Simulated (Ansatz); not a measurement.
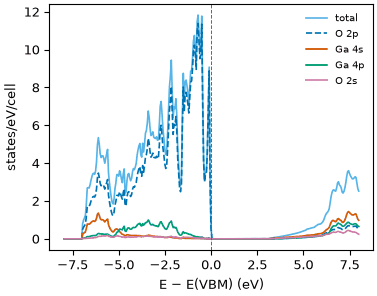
Total and projected density of states of Ga₂O₃ in space group C2/m (No. 12; Pearson symbol mS20), plane-wave PAW r²SCAN (Ansatz code)

Which orbitals carry the states next to the gap?

Top 1 eV of the valence band: O 2p 96 %. Bottom 1 eV of the conduction band: Ga 4s 50 %, O 2s 29 %, O 2p 11 %, Ga 4p 9 %. Projections are on Löwdin-orthogonalised atomic valence shells; empty p or d shells of many metals are not among them.

Where is the tallest occupied peak in this window, and what makes it?

Near -0.7 eV, about 12 states/eV per cell; the largest projected share is O 2p.

The r²SCAN relaxation kept the symmetry of its start. Spin–orbit coupling is left out wherever it is not named.

Potentials: the earlier of the program's two PAW sets. The files were generated under PBE; for other functionals the program regenerates the frozen cores, and for LDA and PBEsol the local potential too.
